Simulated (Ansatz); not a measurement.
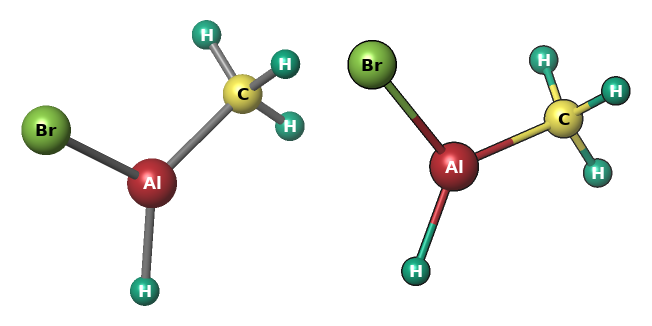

Both panels show the same species.

The geometry was computed by an optimisation with PBE0-D4/def2-TZVP.

Describe the molecule.

The molecule is CH4AlBr. This geometry has Cs symmetry. Coordination: 1 Al trigonal planar; 1 C tetrahedral.

More results for the same structure follow; atom numbers are the same in all pictures, views and colours differ.

### Shape

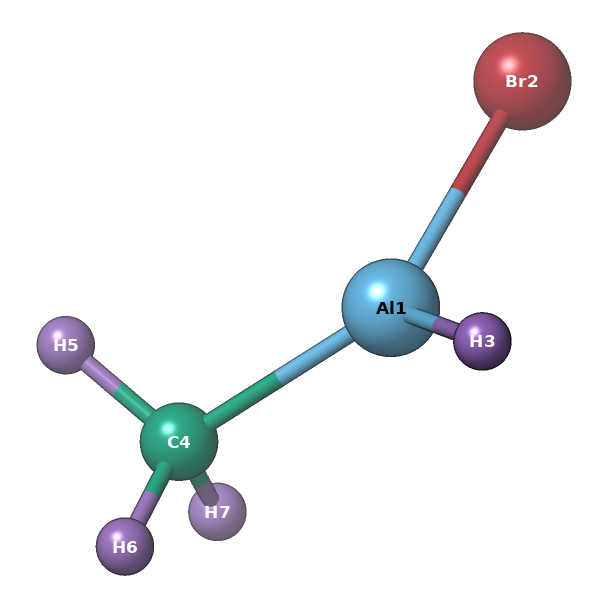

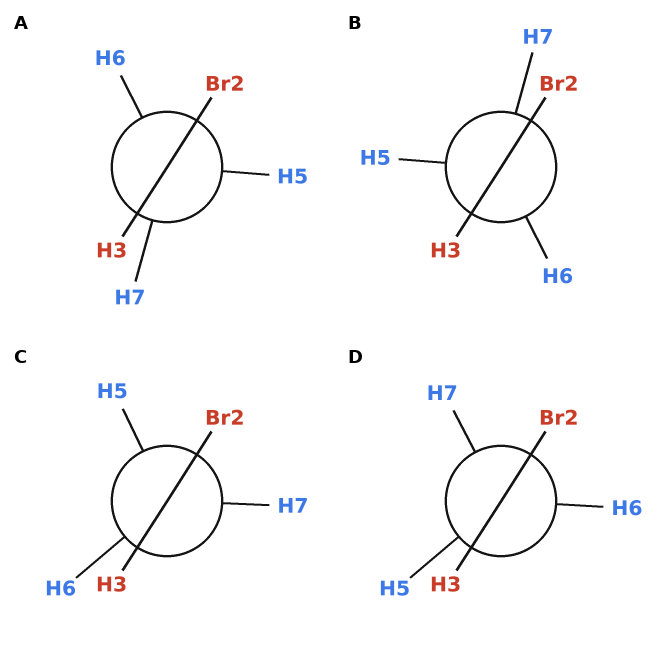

Distant atoms are faded towards the background colour. Bonds that would overlap in a projection are set slightly apart.

Question: Which Newman projection shows the view along Al1–C4, with Al1 in front?

Answer: C. The torsion angle Br2–Al1–C4–H5 is −58°, synclinal (gauche).

### Charges

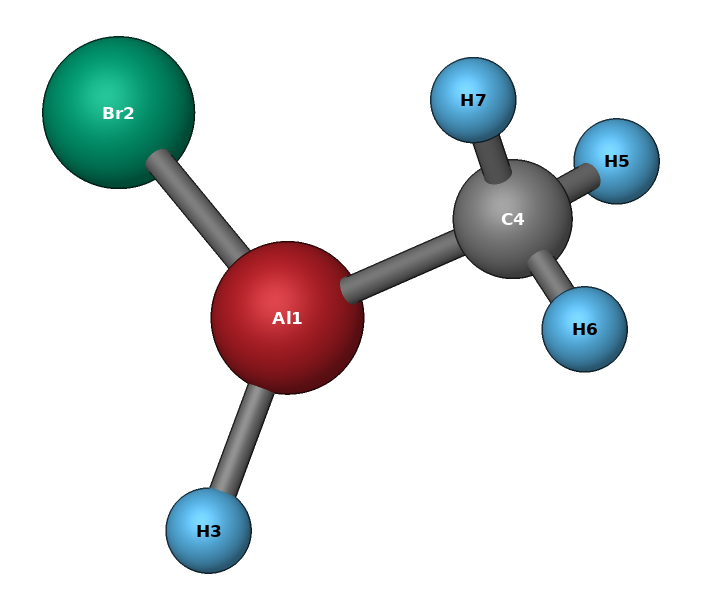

The questions are on Mulliken charges. Properties computed with RKS PBE0-D4/def2-TZVP (Ansatz 0.2.0).

Give the Mulliken charges atom by atom.

| atom | value (e) |
| --- | --- |
| Al1 | 0.51 |
| Br2 | −0.28 |
| H3 | −0.08 |
| C4 | −0.60 |
| H5 | 0.15 |
| H6 | 0.15 |
| H7 | 0.15 |

### Electronic properties

Method: RKS PBE0-D4/def2-TZVP (Ansatz 0.2.0).

Question: Give the dipole moment at this level.

Answer: 1.88 D.

Question: Give the dispersion correction at this level.

Answer: −9.6 kJ/mol.

### Vibrations

Harmonic vibrations computed with RKS PBE0-D4/def2-TZVP (Ansatz 0.2.0) at a stationary point of the same level.

Question: List the wavenumbers.

Answer: 15 modes: 26, 149, 380, 391, 586, 663, 670, 750, 1220, 1437, 1438, 1951, 3041, 3119, 3136 cm⁻¹.

Mulliken values depend strongly on the basis set and can even reverse the polarity of a bond.
